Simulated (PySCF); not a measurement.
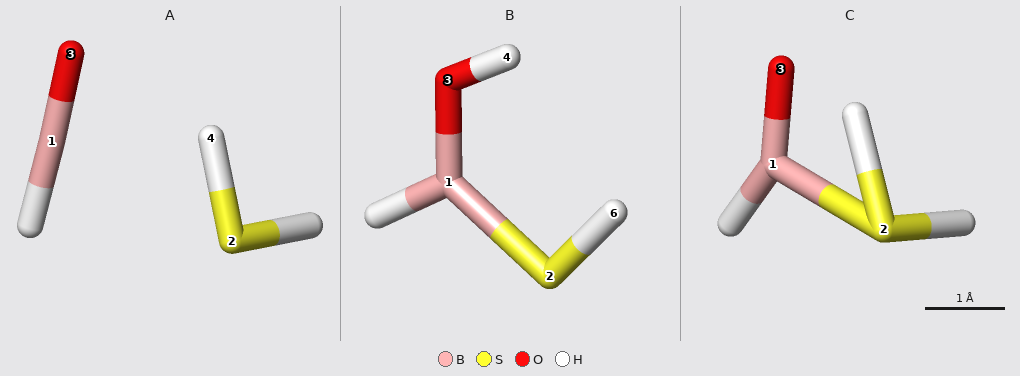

Three geometries of BH₃SO: a saddle point and the two minima that it joins, in shuffled order. A stick model, seen at a tilt. Sticks join atoms that are closer than about 1.2 times the sum of their covalent radii (a little more with hydrogen).

Stationary points at PBE0-D4/def2-TZVP, single-point energies with CCSD(T)/CBS (def2-TZVPP where no basis is named; PySCF 2.14.0). The energies are electronic, without zero-point or thermal terms, and both ends are the minima reached downhill from the saddle, with any fragments still in contact. CCSD(T)/CBS stands for a frozen-core estimate: MP2 correlation extrapolated from def2-TZVPP and def2-QZVPP, CCSD(T) minus MP2 from the smaller set.

Q: Identify the saddle point and describe the reaction.

A: Frame C is the saddle point. Counted by bonded pieces, B holds BH₃SO and A holds BHO + H₂S. From B over the saddle to A, a bond forms: H–S (2.89 → 1.52 → 1.34 Å). Bonds break: B–S (1.81 → 2.15 → 3.33 Å), H–O (0.96 → 1.44 → 2.73 Å). The saddle has one imaginary mode, 1282i cm⁻¹. With CCSD(T)/CBS the barrier is 49.6 kcal/mol from B and 24.2 kcal/mol from A, and A lies 25.5 kcal/mol above B.
